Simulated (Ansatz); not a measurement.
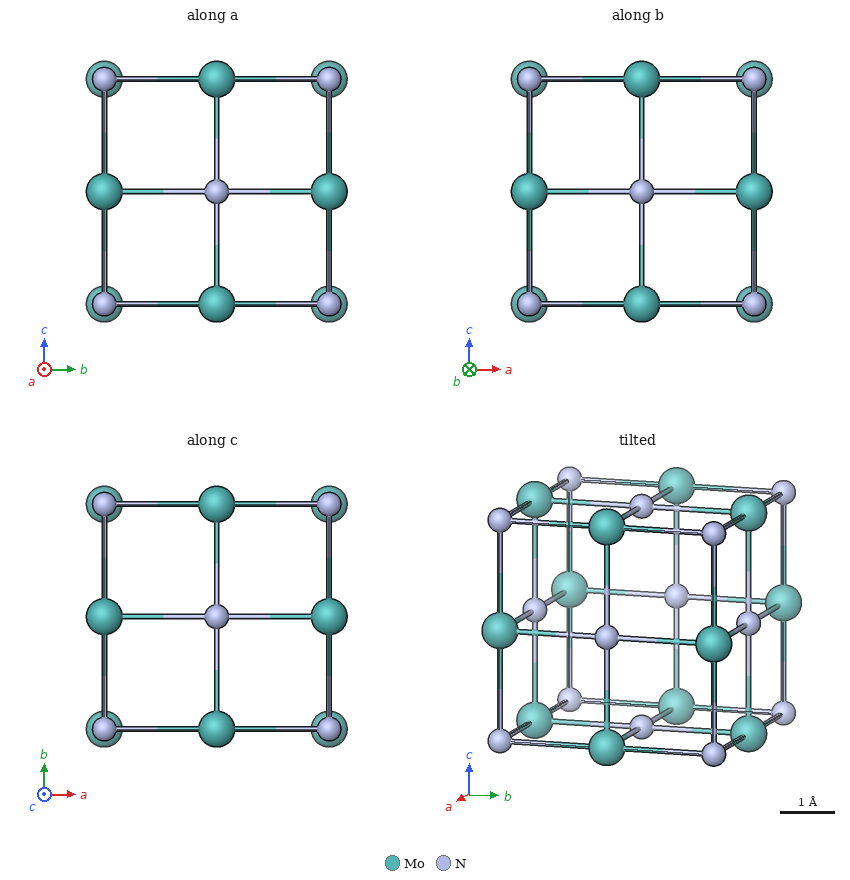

Ball-and-stick drawing of the structure, looking along the a axis, along the b axis, along the c axis and slightly off an axis. One conventional unit cell is outlined, and atoms on its boundary appear in each equivalent place.

Lattice parameters: a = 4.1657 Å, b = 4.1657 Å, c = 4.1657 Å, α = 90.000°, β = 90.000°, γ = 90.000°.

### Reconstruct the structure as a CIF in P1 with every atom of the cell.

```cif
data_structure
_symmetry_space_group_name_H-M 'P 1'
_symmetry_Int_Tables_number 1
_cell_length_a 4.1657
_cell_length_b 4.1657
_cell_length_c 4.1657
_cell_angle_alpha 90.000
_cell_angle_beta 90.000
_cell_angle_gamma 90.000
_cell_volume 72.29
loop_
_atom_site_label
_atom_site_type_symbol
_atom_site_fract_x
_atom_site_fract_y
_atom_site_fract_z
_atom_site_occupancy
Mo1 Mo 0.0000 0.0000 0.5000 1
Mo2 Mo 0.5000 0.0000 0.0000 1
Mo3 Mo 0.0000 0.5000 0.0000 1
N1 N 0.0000 0.0000 0.0000 1
N2 N 0.0000 0.5000 0.5000 1
N3 N 0.5000 0.0000 0.5000 1
N4 N 0.5000 0.5000 0.0000 1
```

Its origin is a structure type filled with these elements by a generator (whether the compound takes this form wasn't checked). Earlier steps of the study, as a rule a relaxation of our own, may have changed the cell and positions, so they can lie some per cent off the listed ones. A calculation with Ansatz used it as input.
